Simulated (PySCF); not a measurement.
**HNO3 (peroxynitrous acid): TPSS/6-311+G(d,p)**

What is the energy change on altering one bond length of HNO3 (peroxynitrous acid) at TPSS/6-311+G**? Input form: a Python script.

The calculation is run with PySCF 2.14.0.

1 further run of the same task is left out (set aside as unsound or not needed).

### 1 The system as given

HNO3 has 5 atoms, charge 0, and is taken as a singlet. SMILES: `O=NOO`. The shape is that of a PBE0-D4/def2-TZVP optimisation. This is one conformer, not always the lowest.

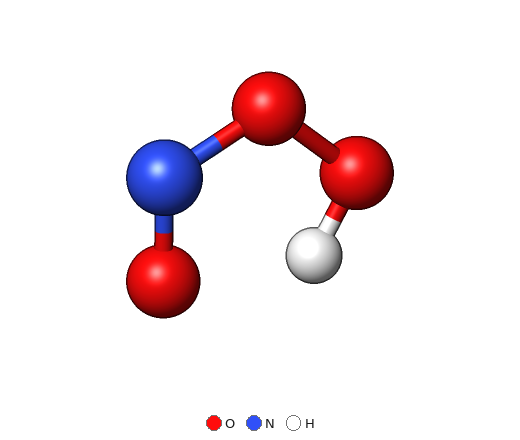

Viewed from a chosen angle; oxygen red, nitrogen blue, hydrogen white.

### 2 The energy at TPSS/6-311+G(d,p)

job.py

```python
from pyscf import gto, dft

mol = gto.Mole()
mol.atom = '''
O      0.257664    -1.578507     1.850155
N     -1.647407    -1.187315     0.757383
O     -1.464708     0.545243    -1.113049
O      0.961115     1.562577    -1.412665
H      1.893354     0.658003    -0.081787
'''
mol.spin = 0
mol.verbose = 3
mol.max_memory = 1860
mol.basis = '6-311+g**'
mol.charge = 0
mol.unit = 'bohr'
mol.build()

myscf = dft.RKS(mol)
myscf.xc = 'tpss'
myscf.conv_tol = 1e-10
myscf.grids.level = 5
myscf.kernel()
if not myscf.converged:
    myscf = myscf.newton().run(myscf.mo_coeff, myscf.mo_occ)

etot = myscf.e_tot
print('E(%s) = %.9f' % ('TPSS', etot))
```

Launch:

```bash
OMP_NUM_THREADS=1 python job.py
```

The program printed:

```text
converged SCF energy = -280.975027873647
E(TPSS) = -280.975027874
```

It took 33 s on 1 thread of Arm Neoverse V1, shared host; peak memory 0.5 GiB.

### 3 The distorted shape, same level

input.xyz

```xyz
5

O     -0.505486    -1.104481     1.058334
N     -1.513606    -0.897471     0.480064
O     -1.416926     0.019359    -0.509726
O      0.508600     0.826880    -0.747550
H      1.001920     0.348200    -0.043280
```

job.py

```python
from pyscf import gto, dft

mol = gto.M(
    atom='input.xyz',
    basis='6-311+g**',
    verbose=3,
    max_memory=1860,
)

mf = dft.RKS(mol)
mf.xc = 'tpss'
mf.grids.level = 5
mf.conv_tol = 1e-10
mf.kernel()
if not mf.converged:
    mf = mf.newton().run(mf.mo_coeff, mf.mo_occ)

energy = mf.e_tot
print('E = %.10f Eh' % energy)
```

Launch:

```bash
OMP_NUM_THREADS=1 python job.py
```

The program printed:

```text
converged SCF energy = -280.932975770592
E = -280.9329757706 Eh
```

Wall time 42 s (1 thread of Arm Neoverse V1, shared host); peak memory 0.5 GiB.

### 4 Outcome

At TPSS/6-311+G**:

| quantity | value |
| --- | --- |
| first shape: total energy | -280.97503 Eh |
| first shape: dipole moment | 0.92 D |
| first shape: HOMO energy | -7.68 eV |
| first shape: LUMO energy | -3.73 eV |
| first shape: HOMO–LUMO gap | 3.96 eV |
| distorted shape: total energy | -280.93298 Eh |
| distorted shape: dipole moment | 1.95 D |
| distorted shape: HOMO energy | -7.73 eV |
| distorted shape: LUMO energy | -6.65 eV |
| distorted shape: HOMO–LUMO gap | 1.08 eV |
| energy change with the O3–O4 bond stretched from 1.401 to 2.101 Å | 1.144 eV |

What this shows: One bond (distorted shape) is far stretched, which a spin-restricted single reference describes badly; a broken-symmetry solution may lie lower. With the O3–O4 bond stretched from 1.401 to 2.101 Å the energy rises by 1.14 eV (110 kJ/mol). The first shape isn't relaxed at this level, so the change isn't measured from a minimum. A restricted reference can't describe the breaking bond well at this length.
